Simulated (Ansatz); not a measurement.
# SiH3 (doublet): correlated methods under varied settings at distance H1–H2 along a hydrogen transfer = 0.745 Å

What do other methods and options give for SiH3 (doublet) at this geometry, and how long do they take?

The runs use Ansatz 0.2.0, Gaussian basis; the settings change from run to run.

6 further runs of the same task are left out: 5 that didn't finish, 1 set aside as unsound or not needed.

### Step 1. What is computed

The geometry derives from fragments relaxed apart (PBE0/def2-TZVP) and kept rigid, so it is no stationary point. A hydrogen atom is moved between rigid fragments.

4 atoms, charge 0, spin multiplicity 2.

Atoms are counted from 1 here; the program's logs count them from 0.

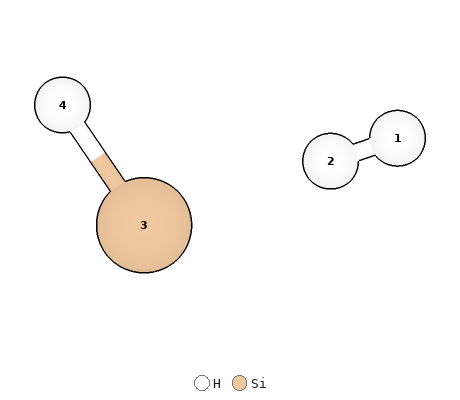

The structure; hydrogen white, silicon light orange; atoms are numbered from 1 in the order of the file.

### Step 2. MP2 on UHF/6-31G

The input, in.yaml:

```yaml
crystal:
  periodic: [false, false, false]
  atoms:
    - {symbol: H, position_ang: [-2.677988, 0.047936, 0.000000]}
    - {symbol: H, position_ang: [-1.932988, 0.047936, 0.000000]}
    - {symbol: Si, position_ang: [0.146012, 0.047936, 0.000000]}
    - {symbol: H, position_ang: [0.542447, -1.431577, 0.000000]}
basis:
  gaussian: {orbitals: 6-31G, fitting: {mean_field: def2-universal-jkfit}, point_charges: [{charge: -0.50, position_ang: [5.009, 0.910, -0.116]}]}
magnetization: {spin_polarized: true, initial_magnetization: 1}
correlation: {method: mp2, electrons: valence}
```

Launch:

```console
$ ansatz run in.yaml --threads 1 --pin off --events-out ev --progress --plain --max-ram 2393MiB
```

The program printed:

```text
Functional definition: HF
  name "HF"
  cite "Fock, Z. Phys. 61, 126 (1930) doi:10.1007/BF01340294"
  parent pbe
  exchange = exact_x
  correlation = 0
182 factors; integrals over basis functions are off by at most 9.3e-2 eV
mean field evaluation 1: about -7904.7918 eV, gradient 5.4e0 eV
mean field evaluation 2: about -7905.1383 eV, gradient 1.3e0 eV
mean field evaluation 4: about -7905.1692 eV, gradient 1.4e-1 eV
mean field evaluation 8: about -7904.8832 eV, gradient 1.5e0 eV
mean field evaluation 16: about -7905.1359 eV, gradient 4.4e-1 eV
mean field -7905.17043783 eV, -290.5096552732 hartree, gradient 1.2e-6 eV, S^2 0.756849; 6 other end points of the search recorded, 0 dependent functions left out
5 core orbitals not correlated: weight in the atoms' cores, before any rotation towards them, 1.000 or more for the frozen orbitals, at most 0.000 for the correlated occupied ones
reference -7905.17043783 eV, -290.5096552732 hartree; 4, 3 occupied and 10, 11 virtual orbitals, 182 factors
second order -1.34067184 eV of doubles, -0.00000000 eV of singles
Total energy: -7906.51110967 eV, -290.5589240545 hartree
```

Wall time 0.12 s (1 thread of Arm Neoverse V2, shared host).

From the report: ⟨S²⟩ of the determinant 0.757 (pure doublet: 0.75).

### Step 3. HF/6-31G

The input, in.yaml:

```yaml
crystal:
  periodic: [false, false, false]
  atoms:
    - {symbol: H, position_ang: [-2.677988, 0.047936, 0.000000]}
    - {symbol: H, position_ang: [-1.932988, 0.047936, 0.000000]}
    - {symbol: Si, position_ang: [0.146012, 0.047936, 0.000000]}
    - {symbol: H, position_ang: [0.542447, -1.431577, 0.000000]}
basis:
  gaussian: {orbitals: 6-31G}
magnetization: {spin_polarized: false, initial_magnetization: 1}
hamiltonian: {xc: hf}
scf: {lower_state_search: full}
output: {orbitals: {seedname: orbitals}}
```

Launched as before.

The program printed:

```text
Functional definition: HF
  name "HF"
  cite "Fock, Z. Phys. 61, 126 (1930) doi:10.1007/BF01340294"
  parent pbe
  exchange = exact_x
  correlation = 0
236 factors; integrals over basis functions are off by at most 9.6e-4 eV
mean field evaluation 1: about -7904.7205 eV, gradient 7.3e0 eV
mean field evaluation 2: about -7904.7192 eV, gradient 7.3e0 eV
mean field evaluation 4: about -7905.0936 eV, gradient 2.9e-1 eV
mean field evaluation 8: about -7905.0945 eV, gradient 1.2e-5 eV
mean field evaluation 16: about -7905.0646 eV, gradient 4.9e-1 eV
mean field evaluation 32: about -7904.6603 eV, gradient 6.4e-2 eV
mean field evaluation 64: about -7904.6604 eV, gradient 2.1e-3 eV
mean field -7905.09450967 eV, -290.5068649650 hartree, gradient 2.6e-5 eV, S^2 0.750000; 6 other end points of the search recorded, 0 dependent functions left out
reference -7905.09450967 eV, -290.5068649650 hartree; 9, 8 occupied and 10, 11 virtual orbitals, 236 factors
Total energy: -7905.09450967 eV, -290.5068649650 hartree
```

Run time: 0.12 s. Hardware: 1 thread of Arm Neoverse V2, shared host.

### Step 4. CCSD(T)/6-31G

Edit in.yaml of step 3 so:

```diff
@@ -10,4 +10,4 @@
 magnetization: {spin_polarized: false, initial_magnetization: 1}
-hamiltonian: {xc: hf}
-scf: {lower_state_search: full}
-output: {orbitals: {seedname: orbitals}}
+hamiltonian: {xc: {name: r2SCAN}}
+correlation: {method: ccsd_t, electrons: all}
+scf: {lower_state_search: off}
```

Launched as before.

The program printed, cut to the lines that bear on the results:

```text
Functional definition: r2SCAN
  name "r2SCAN"
  cite "Furness, Kaplan, Ning, Perdew & Sun, J. Phys. Chem. Lett. 11, 8208 (2020) doi:10.1021/acs.jpclett.0c02405"
  cite "Furness, Kaplan, Ning, Perdew & Sun, J. Phys. Chem. Lett. 11, 9248 (2020) doi:10.1021/acs.jpclett.0c03077"
  parent r2scan
[...]
236 factors; integrals over basis functions are off by at most 9.6e-4 eV
[...]
mean field -7920.78961915 eV, -291.0836495998 hartree, gradient 1.6e-6 eV, S^2 0.750000; 0 other end points of the search recorded, 0 dependent functions left out
reference -7904.93123379 eV, -290.5008646870 hartree; 9, 8 occupied and 10, 11 virtual orbitals, 236 factors
second order -1.51833745 eV of doubles, -0.14920354 eV of singles
cycle   1  -2.03300786 eV  change   -3.7e-1 eV  update   5.6e-2
[...]
cycle  10  -2.23302421 eV  change   -6.9e-6 eV  update   1.3e-5
perturbative correction -0.01776808 eV, -0.0006529648 hartree
Total energy: -7907.18202607 eV, -290.5835797778 hartree
Checks for a lower state left out: stability, starts, cluster_reference, orbital_swaps, neighbouring_geometries, increment
```

Run time: 0.99 s. Hardware: 1 thread of Arm Neoverse V2, shared host.

From the report: correlation -2.2508 eV; T1 0.014; largest double amplitude 0.08. The orbitals are Kohn-Sham ones, so correlation energy and T1 don't compare with those on Hartree-Fock orbitals.

### Step 5. NEVPT4(SD)(3,8)/6-31G

Edit in.yaml of step 4 so:

```diff
@@ -10,4 +10,2 @@
 magnetization: {spin_polarized: false, initial_magnetization: 1}
-hamiltonian: {xc: {name: r2SCAN}}
-correlation: {method: ccsd_t, electrons: all}
-scf: {lower_state_search: off}
+correlation: {method: fic_nevpt4_sd, electrons: outside_noble_gas, active_space: {window: {electrons: 3, orbitals: 8}}}
```

Same command.

The program printed, cut to the lines that bear on the results:

```text
Functional definition: HF
  name "HF"
  cite "Fock, Z. Phys. 61, 126 (1930) doi:10.1007/BF01340294"
  parent pbe
[...]
236 factors; integrals over basis functions are off by at most 9.6e-4 eV
[...]
mean field -7905.09450967 eV, -290.5068649650 hartree, gradient 9.1e-7 eV, S^2 0.750000; 6 other end points of the search recorded, 0 dependent functions left out
reference -7905.09450967 eV, -290.5068649650 hartree; 9, 8 occupied and 10, 11 virtual orbitals, 236 factors
state -7905.69390295 eV, -290.5288922616 hartree
state -7905.69390295 eV, -290.5288922616 hartree; corrected -7907.01696689 eV, -290.5775139645 hartree
WARN: 1 active orbitals are nearly empty or full. The corrections depend on them more than the energy does, and are more stable in an active space without them
Total energy: -7907.01696689 eV, -290.5775139645 hartree
```

It took 1.3 s on 1 thread of Arm Neoverse V2, shared host.

From the report: 104 determinants; active occupations 1.95, 1.00, 0.04, 0.01, 0.01, 0.00, 0.00, 0.00. The report marks this result as in doubt.

### Step 6. NEVPT2(3,10)/6-31G

Edit in.yaml of step 5 so:

```diff
@@ -10,2 +10,3 @@
 magnetization: {spin_polarized: false, initial_magnetization: 1}
-correlation: {method: fic_nevpt4_sd, electrons: outside_noble_gas, active_space: {window: {electrons: 3, orbitals: 8}}}
+correlation: {method: sc_nevpt2, electrons: outside_noble_gas, active_space: {window: {electrons: 3, orbitals: 10}}}
+output: {forces: true}
```

The command is unchanged.

The program printed, cut to the lines that bear on the results:

```text
Functional definition: HF
  name "HF"
  cite "Fock, Z. Phys. 61, 126 (1930) doi:10.1007/BF01340294"
  parent pbe
[...]
236 factors; integrals over basis functions are off by at most 9.6e-4 eV
[...]
mean field -7905.09450967 eV, -290.5068649650 hartree, gradient 9.1e-7 eV, S^2 0.750000; 6 other end points of the search recorded, 0 dependent functions left out
reference -7905.09450967 eV, -290.5068649650 hartree; 9, 8 occupied and 10, 11 virtual orbitals, 236 factors
state -7905.69543714 eV, -290.5289486419 hartree
state -7905.69543714 eV, -290.5289486419 hartree; corrected -7906.59799901 eV, -290.5621171789 hartree
WARN: 3 active orbitals are nearly empty or full. The corrections depend on them more than the energy does, and are more stable in an active space without them
[...]
Total energy: -7906.59799901 eV, -290.5621171789 hartree
Atom 0 at    -2.677988     0.047936     0.000000 Å, force     0.160758    -0.150295     0.000000 eV/Å
Atom 1 at    -1.932988     0.047936     0.000000 Å, force    -0.837899     0.046838     0.000000 eV/Å
Atom 2 at     0.146012     0.047936     0.000000 Å, force     0.751537     0.650800    -0.000000 eV/Å
Atom 3 at     0.542447    -1.431577     0.000000 Å, force    -0.074396    -0.547343     0.000000 eV/Å
Dipole moment:    -0.130602    -0.076888    -0.000000 e Å
```

Run time: 1.8 s. Hardware: 1 thread of Arm Neoverse V2, shared host.

From the report: 186 determinants; active occupations 1.95, 1.00, 0.04, 0.01, 0.01, 0.00, 0.00, 0.00, 0.00, 0.00. The report marks this result as in doubt.

### Step 7. BCCD on UHF/cc-pVDZ

The input, in.yaml:

```yaml
crystal:
  periodic: [false, false, false]
  atoms:
    - {symbol: H, position_ang: [-2.677988, 0.047936, 0.000000]}
    - {symbol: H, position_ang: [-1.932988, 0.047936, 0.000000]}
    - {symbol: Si, position_ang: [0.146012, 0.047936, 0.000000]}
    - {symbol: H, position_ang: [0.542447, -1.431577, 0.000000]}
basis:
  gaussian: {orbitals: cc-pVDZ}
magnetization: {spin_polarized: true, initial_magnetization: 1}
correlation: {method: bccd, electrons: outside_noble_gas, diis_vectors: 12}
```

Same command.

The program printed, cut to the lines that bear on the results:

```text
Functional definition: HF
  name "HF"
  cite "Fock, Z. Phys. 61, 126 (1930) doi:10.1007/BF01340294"
  parent pbe
[...]
313 factors; integrals over basis functions are off by at most 1.3e-3 eV
[...]
mean field -7906.17786672 eV, -290.5466776021 hartree, gradient 1.8e-6 eV, S^2 0.776904; 14 other end points of the search recorded, 0 dependent functions left out
determinant -7906.17786672 eV, -290.5466776021 hartree, with singles and doubles -7909.63709447 eV, -290.6738018772 hartree
determinant -7905.78951049 eV, -290.5324057737 hartree, with singles and doubles -7909.28777981 eV, -290.6609648002 hartree
determinant -7903.67301019 eV, -290.4546258225 hartree, with singles and doubles -7907.08995086 eV, -290.5801960759 hartree
determinant -7903.64911807 eV, -290.4537478034 hartree, with singles and doubles -7907.10747513 eV, -290.5808400809 hartree
determinant -7903.59465258 eV, -290.4517462335 hartree, with singles and doubles -7906.96247361 eV, -290.5755113733 hartree
determinant -7902.78478260 eV, -290.4219840605 hartree, with singles and doubles -7906.28523266 eV, -290.5506232278 hartree
determinant -7906.17786672 eV, -290.5466776021 hartree, with singles and doubles -7909.63802322 eV, -290.6738360081 hartree
determinant -7905.78951049 eV, -290.5324057737 hartree, with singles and doubles -7909.28771090 eV, -290.6609622680 hartree
5 core orbitals not correlated: weight in the atoms' cores, before any rotation towards them, 1.000 or more for the frozen orbitals, at most 0.000 for the correlated occupied ones
reference -7906.17786672 eV, -290.5466776021 hartree; 4, 3 occupied and 24, 25 virtual orbitals, 313 factors
second order -2.58760650 eV of doubles, -0.00000000 eV of singles
cycle   1  -3.46013992 eV  change    1.7e-5 eV  update   4.4e-3
[...]
cycle  11  -3.45689934 eV  change   -2.2e-6 eV  update   4.1e-6
Total energy: -7909.63476606 eV, -290.6737163098 hartree
```

Run time: 1.1 s. Hardware: 1 thread of Arm Neoverse V2, shared host.

From the report: ⟨S²⟩ of the determinant 0.777 (pure doublet: 0.75); correlation -3.4569 eV; largest double amplitude 0.08.

### Step 8. CCSDT(Q)/B on ROHF/6-31G*

Edit in.yaml of step 7 so:

```diff
@@ -8,4 +8,4 @@
 basis:
-  gaussian: {orbitals: cc-pVDZ}
-magnetization: {spin_polarized: true, initial_magnetization: 1}
-correlation: {method: bccd, electrons: outside_noble_gas, diis_vectors: 12}
+  gaussian: {orbitals: "6-31G*", fitting: {mean_field: def2-universal-jkfit}}
+magnetization: {spin_polarized: false, initial_magnetization: 1}
+correlation: {method: ccsdt_q_b, electrons: outside_noble_gas}
```

Launched as before.

The program printed, cut to the lines that bear on the results:

```text
Functional definition: HF
  name "HF"
  cite "Fock, Z. Phys. 61, 126 (1930) doi:10.1007/BF01340294"
  parent pbe
[...]
182 factors; integrals over basis functions are off by at most 9.3e-2 eV
[...]
mean field -7905.51584371 eV, -290.5223487052 hartree, gradient 2.9e-6 eV, S^2 0.750000; 6 other end points of the search recorded, 0 dependent functions left out
[...]
determinant -7905.51584371 eV, -290.5223487052 hartree, with singles and doubles -7908.35925839 eV, -290.6268422676 hartree
determinant -7905.08152418 eV, -290.5063877568 hartree, with singles and doubles -7907.96137943 eV, -290.6122204852 hartree
determinant -7905.51584371 eV, -290.5223487052 hartree, with singles and doubles -7908.35906089 eV, -290.6268350095 hartree
determinant -7905.08152418 eV, -290.5063877568 hartree, with singles and doubles -7907.96139679 eV, -290.6122211235 hartree
[...]
5 core orbitals not correlated: weight in the atoms' cores, before any rotation towards them, 1.000 or more for the frozen orbitals, at most 0.000 for the correlated occupied ones
reference -7905.51584371 eV, -290.5223487052 hartree; 4, 3 occupied and 16, 17 virtual orbitals, 182 factors
second order -2.02650700 eV of doubles, -0.05524520 eV of singles
cycle   1  -2.59388857 eV  change   -5.1e-1 eV  update   6.5e-2
[...]
cycle  18  -2.90421028 eV  change    2.1e-7 eV  update   4.6e-7
perturbative correction -0.00100016 eV, -0.0000367551 hartree
Total energy: -7908.42105414 eV, -290.6291132195 hartree
```

It took 1.8 s on 1 thread of Arm Neoverse V2, shared host.

From the report: correlation -2.9052 eV; T1 0.018; largest double amplitude 0.08.

### Step 9. CISD/x2c-TZVPPall

Edit in.yaml of step 8 so:

```diff
@@ -8,4 +8,5 @@
 basis:
-  gaussian: {orbitals: "6-31G*", fitting: {mean_field: def2-universal-jkfit}}
+  gaussian: {orbitals: x2c-TZVPPall}
 magnetization: {spin_polarized: false, initial_magnetization: 1}
-correlation: {method: ccsdt_q_b, electrons: outside_noble_gas}
+correlation: {active_space: {ras: {orbitals: [3, 1, 75], electrons: 7, max_holes: 2, max_particles: 2}, fixed_orbitals: true}}
+scf: {lower_state_search: off}
```

Same command.

The program printed:

```text
Functional definition: HF
  name "HF"
  cite "Fock, Z. Phys. 61, 126 (1930) doi:10.1007/BF01340294"
  parent pbe
  exchange = exact_x
  correlation = 0
these checks for a lower state are left out or cut short: stability, starts, cluster_reference, orbital_swaps, neighbouring_geometries, increment
465 factors; integrals over basis functions are off by at most 1.2e-3 eV
mean field evaluation 1: about -7922.1700 eV, gradient 8.6e0 eV
mean field evaluation 2: about -7922.1698 eV, gradient 8.6e0 eV
mean field evaluation 4: about -7922.7041 eV, gradient 5.9e-1 eV
mean field evaluation 8: about -7922.7055 eV, gradient 9.5e-4 eV
mean field -7922.70550058 eV, -291.1540569436 hartree, gradient 1.7e-6 eV, S^2 0.750000; 0 other end points of the search recorded, 0 dependent functions left out
reference -7922.70550058 eV, -291.1540569436 hartree; 9, 8 occupied and 75, 76 virtual orbitals, 465 factors
state -7926.66389024 eV, -291.2995250805 hartree
Total energy: -7926.66389024 eV, -291.2995250805 hartree
Relativity: scalar
Checks for a lower state left out: stability, starts, cluster_reference, orbital_swaps, neighbouring_geometries, increment
```

It took 3.6 s on 1 thread of Arm Neoverse V2, shared host; peak memory 0.29 GiB.

From the report: 73,177 determinants.

### Step 10. The runs in one table

Where basis and cores are those of an earlier FCI/6-31G run (-7907.0931 eV), and the state is the same kind, the miss against it is given. † marks a result that the program doubts.

```csv
level,correlated,functions,energy (eV),from FCI (meV),time
MP2 on UHF/6-31G (beside a point charge),valence,19,-7906.5111,,0.12 s
HF/6-31G,,19,-7905.0945,1998.6,0.12 s
CCSD(T)/6-31G (on r2SCAN orbitals),all,19,-7907.1820,,0.99 s
"NEVPT4(SD)(3,8)/6-31G †",outside noble gas,19,-7907.0170,76.1,1.3 s
"NEVPT2(3,10)/6-31G †",outside noble gas,19,-7906.5980,495.1,1.8 s
BCCD on UHF/cc-pVDZ,outside noble gas,33,-7909.6348,,1.1 s
CCSDT(Q)/B on ROHF/6-31G*,outside noble gas,25,-7908.4211,,1.8 s
CISD/x2c-TZVPPall,outside noble gas,84,-7926.6639,,3.6 s
```

### Step 11. What came out

```
quantity                                             value
    runs                                                 8
quickest  MP2 on UHF/6-31G (beside a point charge), 0.12 s
 slowest                          CISD/x2c-TZVPPall, 3.6 s
```

In words: Total energies in different bases, with other cores or another treatment of relativity can't be set against each other. CISD/x2c-TZVPPall took 30 times as long as MP2 on UHF/6-31G (beside a point charge); the jobs differ in more than the method. Among the correlated runs with a miss given, it spans +76 to +495 meV. Hartree-Fock, CASSCF and CASCI lack dynamic correlation by design.
